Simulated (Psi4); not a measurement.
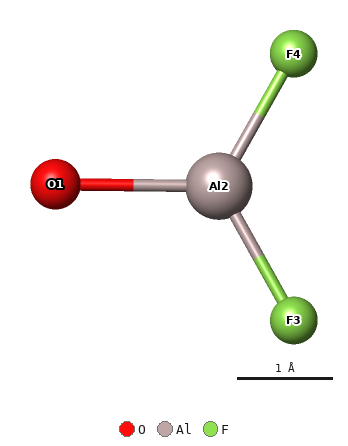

Fig. 1: The structure (ball-and-stick view, seen at a tilt; atoms are numbered from 1 in the order of the input). Sticks mark near contacts. Bond lengths as drawn: Al–F 1.63 Å and Al–O 1.72 Å.

# Polarizability calculation of AlOF$_{2}$

System: AlOF$_{2}$, multiplicity 2, SMILES [O][Al]([F])[F].
Method: mPW1K/pcSseg-1, UKS, sfX2C (Psi4 1.11).

The geometry comes from this level: PBE0-D4/def2-TZVP.

### Input file (alf2o.in)
```
memory 1.6 GB

molecule {
  0 2
  O
  Al 1 1.724837
  F 2 1.630587 1 118.95632
  F 2 1.630566 3 122.08996 1 179.9985
  no_reorient
  no_com
}

set globals {
  reference            uks
  scf_type             cd
  dft_radial_points    75
  dft_spherical_points 434
  relativistic         x2c
}

energy_value = properties("mpw1k/pcSseg-1", properties=['dipole_polarizabilities'])
```

Hardware: 1 thread of AMD EPYC (Zen 5), 16 GiB of memory available, shared host.

Launch command:
```bash
psi4 -n 1 alf2o.in alf2o.out
```

### What the program printed
```
Psi4 1.11 release

   => Loading Basis Set <=

    Name: PCSSEG-1
    Role: ORBITAL
    Keyword: BASIS

         ---------------------------------------------------------
                                   SCF
                              UKS Reference
                        1 Threads,   1525 MiB Core
         ---------------------------------------------------------

  ==> Geometry <==

    Molecular point group: c1
    Full point group: C1

    Geometry (in Angstrom), charge = 0, multiplicity = 2:

       Center              X                  Y                   Z               Mass
    ------------   -----------------  -----------------  -----------------  -----------------
         O            0.000008485475    -0.000004093414    -1.754550926271    15.994914619570
         AL           0.000008485475    -0.000004093414    -0.029713926271    26.981538530000
         F            0.000008485475    -1.426749867263     0.759722873843    18.998403162730
         F           -0.000027680540     1.426759127010     0.759647962784    18.998403162730

  Running in c1 symmetry.

  Rotational constants: A =      0.23679  B =      0.21795  C =      0.11349 [cm^-1]
  Rotational constants: A =   7098.80339  B =   6533.88672  C =   3402.32022 [MHz]
  Nuclear repulsion =  149.228779617644250

  Charge       = 0
  Multiplicity = 2
  Electrons    = 39
  Nalpha       = 20
  Nbeta        = 19

  ==> Algorithm <==

  SCF Algorithm Type is CD.
  DIIS enabled.
  MOM disabled.
  Fractional occupation disabled.
  Guess Type is SAD.
  Energy threshold   = 1.00e-06
  Density threshold  = 1.00e-06
  Integral threshold = 1.00e-12

  ==> Primary Basis <==

  Basis Set: PCSSEG-1
    Blend: PCSSEG-1
    Number of shells: 31
    Number of basis functions: 75
    Number of Cartesian functions: 79
    Spherical Harmonics?: true
    Max angular momentum: 2

  ==> DFT Potential <==

   => LibXC <=

    Version 7.1.2

   => Composite Functional: MPW1K <=

    mPW1K Hyb-GGA Exchange-Correlation Functional

    Deriv               =              1
    GGA                 =           TRUE
    Meta                =          FALSE

    Exchange Hybrid     =           TRUE
    MP2 Hybrid          =          FALSE

   => Exchange Functionals <=

    0.5720   mPW91 of Adamo & Barone

   => Exact (HF) Exchange <=

    0.4280               HF

   => Correlation Functionals <=

   => LibXC Density Thresholds  <==

    XC_HYB_GGA_XC_MPW1K:  1.00E-15

   => Molecular Quadrature <=

    Radial Scheme          =       TREUTLER
    Pruning Scheme         =           NONE
    Nuclear Scheme         =       TREUTLER

    Blocking Scheme        =         OCTREE
    BS radius alpha        =              1
    Pruning alpha          =              1
    Radial Points          =             75
    Spherical Points       =            434
    Total Points           =         125471
    Total Blocks           =           1014
    Max Points             =            256
    Max Functions          =             70
    Weights Tolerance      =       1.00E-15

   => Loading Basis Set <=

    Name: (PCSSEG-1 AUX)
    Role: DECON
    Keyword: BASIS_RELATIVISTIC

  ==> Integral Setup <==

  ==> CDJK: Cholesky-decomposed J/K Matrices <==

    J tasked:                     Yes
    K tasked:                     Yes
    wK tasked:                     No
    Integrals threads:              1
    Memory [MiB]:                 951
    Algorithm:                   Core
    Integral Cache:              NONE
    Schwarz Cutoff:             1E-12
    Cholesky tolerance:      1.00E-04
    No. Cholesky vectors:         362

  Cached 100.0% of DFT collocation blocks in 0.188 [GiB].

 OEINTS: Using relativistic (X2C) overlap, kinetic, and potential integrals.
         ------------------------------------------------------------
         Spin-Free X2C Integrals at the One-Electron Level (SFX2C-1e)
         ------------------------------------------------------------

  ==> X2C Options <==

    Computational Basis: PCSSEG-1
    X2C Basis: (PCSSEG-1 AUX)
    The X2C Hamiltonian will be computed in the X2C Basis

    Comparing only 75 out of 128 elements of H_Dirac

    The 1-norm of |H_X2C - H_Dirac| is: 12.096187432251

    WARNING: The X2C and Dirac Hamiltonians have substatially different eigenvalues!
             This is probably caused by the recontraction of the basis set.

  Minimum eigenvalue in the overlap matrix is 2.9361651512E-02.
  Reciprocal condition number of the overlap matrix is 9.2195527441E-03.
    Using symmetric orthogonalization.

  ==> Pre-Iterations <==

  SCF Guess: Superposition of Atomic Densities via on-the-fly atomic UHF (no occupation information).

   -------------------------
    Irrep   Nso     Nmo
   -------------------------
     A         75      75
   -------------------------
    Total      75      75
   -------------------------

  ==> Iterations <==

                        Total Energy        Delta E     RMS |[F,P]|

   @UKS iter SAD:  -516.73169601159373   -5.16732e+02   0.00000e+00
   @UKS iter   1:  -517.77916068397997   -1.04746e+00   9.46826e-03 DIIS/ADIIS
   @UKS iter   2:  -517.73186852367485    4.72922e-02   1.11271e-02 DIIS/ADIIS
   @UKS iter   3:  -517.93536918069276   -2.03501e-01   6.15513e-04 DIIS/ADIIS
   @UKS iter   4:  -517.93587006976793   -5.00889e-04   2.43996e-04 DIIS/ADIIS
   @UKS iter   5:  -517.93599138389357   -1.21314e-04   9.40364e-05 DIIS
   @UKS iter   6:  -517.93601529777868   -2.39139e-05   1.60983e-05 DIIS
   @UKS iter   7:  -517.93601758727493   -2.28950e-06   4.81501e-06 DIIS
   @UKS iter   8:  -517.93601779132018   -2.04045e-07   1.31569e-06 DIIS
   @UKS iter   9:  -517.93601780357938   -1.22592e-08   2.64080e-07 DIIS
  Energy and wave function converged.

  ==> Post-Iterations <==

   Electrons on quadrature grid:
      Nalpha   =   20.0000051154 ; deviation = 5.115e-06
      Nbeta    =   19.0000052366 ; deviation = 5.237e-06
      Ntotal   =   39.0000103521 ; deviation = 1.035e-05

   @Spin Contamination Metric:   2.961462977E-03
   @S^2 Expected:                7.500000000E-01
   @S^2 Observed:                7.529614630E-01
   @S   Expected:                5.000000000E-01
   @S   Observed:                5.000000000E-01

    Orbital Energies [Eh]
    ---------------------

    Alpha Occupied:

       1A    -56.940819     2A    -25.163513     3A    -25.163508
       4A    -19.631041     5A     -4.459700     6A     -2.929337
       7A     -2.926043     8A     -2.924628     9A     -1.316970
      10A     -1.309047    11A     -1.117120    12A     -0.582547
      13A     -0.550259    14A     -0.526077    15A     -0.521818
      16A     -0.518445    17A     -0.508158    18A     -0.492042
      19A     -0.477208    20A     -0.439033

    Alpha Virtual:

      21A     -0.029617    22A      0.012062    23A      0.094357
      24A      0.094581    25A      0.216738    26A      0.221517
      27A      0.342219    28A      0.350528    29A      0.605997
      30A      0.623015    31A      0.756024    32A      0.792831
      33A      0.817726    34A      0.872262    35A      0.959964
      36A      0.974633    37A      1.076654    38A      1.097313
      39A      1.129742    40A      1.135501    41A      1.143840
      42A      1.146692    43A      1.543624    44A      1.947840
      45A      2.018224    46A      2.166978    47A      2.168280
      48A      2.185368    49A      2.196273    50A      2.264295
      51A      2.304955    52A      2.358903    53A      2.511925
      54A      2.515315    55A      2.521422    56A      2.522768
      57A      2.619058    58A      2.620107    59A      2.671021
      60A      2.720421    61A      2.820472    62A      3.152775
      63A      3.300794    64A      5.501768    65A      5.554706
      66A      5.637047    67A      7.081838    68A      7.117685
      69A      7.136462    70A      7.137717    71A      7.189403
      72A      7.199075    73A     11.922218    74A     12.048329
      75A     12.071108

    Beta Occupied:

       1A    -56.941009     2A    -25.163301     3A    -25.163296
       4A    -19.602304     5A     -4.459989     6A     -2.929667
       7A     -2.925994     8A     -2.925047     9A     -1.316401
      10A     -1.308515    11A     -1.019239    12A     -0.580825
      13A     -0.545789    14A     -0.522914    15A     -0.521576
      16A     -0.508087    17A     -0.500907    18A     -0.450534
      19A     -0.409354

    Beta Virtual:

      20A     -0.136344    21A     -0.026147    22A      0.013347
      23A      0.099148    24A      0.113301    25A      0.215675
      26A      0.223610    27A      0.354110    28A      0.358490
      29A      0.608120    30A      0.622827    31A      0.762129
      32A      0.828181    33A      0.872703    34A      0.885255
      35A      0.984922    36A      0.986489    37A      1.076751
      38A      1.099709    39A      1.133043    40A      1.135843
      41A      1.144595    42A      1.149554    43A      1.581455
      44A      1.948686    45A      2.019370    46A      2.168616
      47A      2.180766    48A      2.229031    49A      2.277752
      50A      2.311031    51A      2.355227    52A      2.368624
      53A      2.512179    54A      2.517143    55A      2.522035
      56A      2.523443    57A      2.620256    58A      2.633144
      59A      2.671644    60A      2.727184    61A      2.841019
      62A      3.158027    63A      3.301894    64A      5.577445
      65A      5.626898    66A      5.659191    67A      7.081932
      68A      7.118492    69A      7.136563    70A      7.138351
      71A      7.189779    72A      7.199316    73A     11.921883
      74A     12.048074    75A     12.071172

    Final Occupation by Irrep:
              A
    DOCC [    19 ]
    SOCC [     1 ]
    NA   [    20 ]
    NB   [    19 ]

  @UKS Final Energy:  -517.93601780357938

   => Energetics <=

    Nuclear Repulsion Energy =            149.2287796176442498
    One-Electron Energy =               -1017.9110712416303386
    Two-Electron Energy =                 379.0228120338662166
    DFT Exchange-Correlation Energy =     -28.2765382134595278
    Empirical Dispersion Energy =           0.0000000000000000
    VV10 Nonlocal Energy =                  0.0000000000000000
    Total Energy =                       -517.9360178035793751

  UHF NO Occupations:
  HONO-2 :   18  A 1.9995612
  HONO-1 :   19  A 1.9992447
  HONO-0 :   20  A 1.0000000
  LUNO+0 :   21  A 0.0007553
  LUNO+1 :   22  A 0.0004388
  LUNO+2 :   23  A 0.0002624
  LUNO+3 :   24  A 0.0000234

Computation Completed

Properties will be evaluated at   0.000000,   0.000000,   0.000000 [a0]

Properties computed using the MPW1K density matrix

 Multipole Moments:

 ------------------------------------------------------------------------------------
     Multipole            Electronic (a.u.)      Nuclear  (a.u.)        Total (a.u.)
 ------------------------------------------------------------------------------------

 L = 1.  Multiply by 2.5417464519 to convert [e a0] to [Debye]
 Dipole X            :          0.0000289            0.0000103            0.0000392
 Dipole Y            :         -0.0000090           -0.0000050           -0.0000139
 Dipole Z            :          1.4779572           -1.4141783            0.0637789
 Magnitude           :                                                    0.0637789

 ------------------------------------------------------------------------------------

         ---------------------------------------------------------
                       CPSCF Linear Response Solver
         ---------------------------------------------------------

   ==> Requested Responses <==

    Dipole polarizabilities

   ==> Coupled-Perturbed UKS Solver <==

    Maxiter             =         100
    Convergence         =   1.000E-06
    Number of equations =           6
   -----------------------------------------------------
     Iter   Residual RMS      Max RMS  Remain  Time [s]
   -----------------------------------------------------
    Guess      2.214e+00    2.246e+00       3         1
        1      9.177e-01    1.146e+00       3         2
        2      1.966e-01    2.711e-01       3         3
        3      4.321e-02    6.631e-02       3         3
        4      1.413e-02    2.322e-02       3         4
        5      4.032e-03    5.794e-03       3         5
        6      2.738e-03    6.244e-03       3         6
        7      1.034e-03    2.592e-03       3         6
        8      1.397e-04    3.057e-04       3         7
        9      5.475e-05    1.377e-04       3         8
       10      1.062e-05    2.468e-05       3         9
       11      4.692e-06    6.824e-06       3        10
       12      3.115e-06    5.086e-06       2        10
       13      9.432e-07    1.082e-06       1        11
       14      7.476e-07    4.952e-07       0        11
   -----------------------------------------------------

    Solver has converged.

   ==> Response Properties <==

    => Dipole polarizabilities <=

              X          Y          Z
    ----- ---------- ---------- ----------
      X     13.26511   -0.00003   -0.00000
      Y     -0.00003   15.88612   -0.00019
      Z     -0.00000   -0.00019   18.99051

	total time  =         14 seconds =       0.23 minutes

    Psi4 run time: 0:00:13.85
```

### Key numbers

| quantity | value |
| --- | --- |
| outcome | converged |
| total energy | −517.936018 hartree |
| basis functions | 75 |
| ⟨S²⟩ | 0.753 |
| dipole moment | 0.16 D |
| wall time | 15 s |
| peak memory | 0.42 GiB |

### Remarks

Settings chosen away from the usual ones: grid set to [75, 434].
